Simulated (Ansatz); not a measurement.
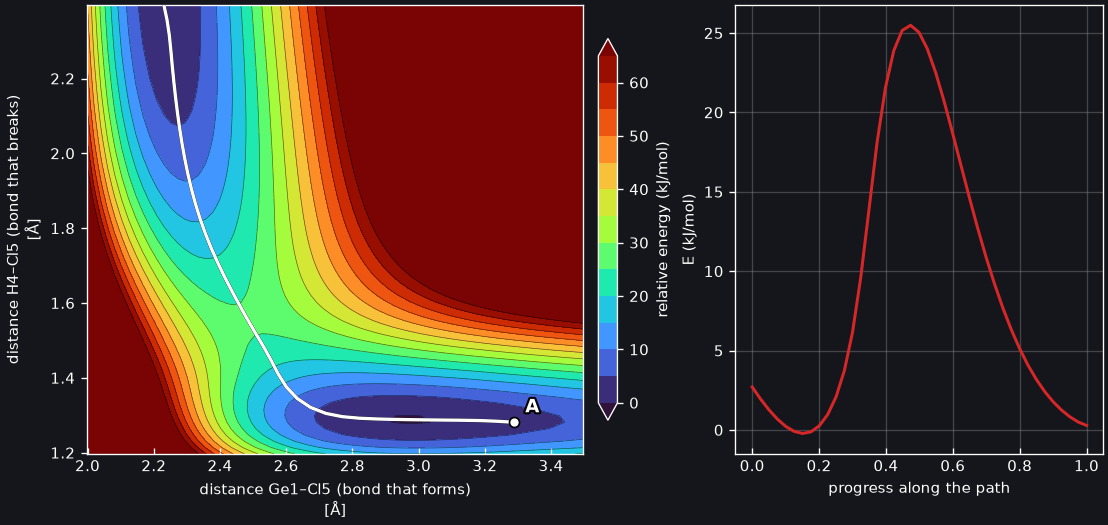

The reacting system Cl₃GeH. The first coordinate is: distance Ge1–Cl5 (bond that forms); the second: distance H4–Cl5 (bond that breaks). Relaxed at each point: all other coordinates. The grid has 9 × 9 points. Points are written as (first, second). Energies: kJ/mol, counted from the lowest grid point. The reference is spin-restricted, so regions where a bond is pulled apart into radicals lie too high. Theory: Ansatz 0.2.0, RKS r2SCAN0-D4/def2-SVP.

The picture shows filled contours, a line along the lowest path, one colour for all values above the top of the scale, the energy along the path at the right, the start A. Between grid points the surface is interpolated.

Describe the path and its barrier.

Answer. The easiest path runs from the side where the first distance is long, (3.267 Å, 1.286 Å), to the side where the second distance is long, about (2.23 Å, 2.40 Å). Its highest point, at about (2.48 Å, 1.56 Å), lies about 23 kJ/mol above the start and 25 kJ/mol above the end on the interpolated surface. An end on the edge of the scan is no minimum, so the barrier from there is a lower bound.
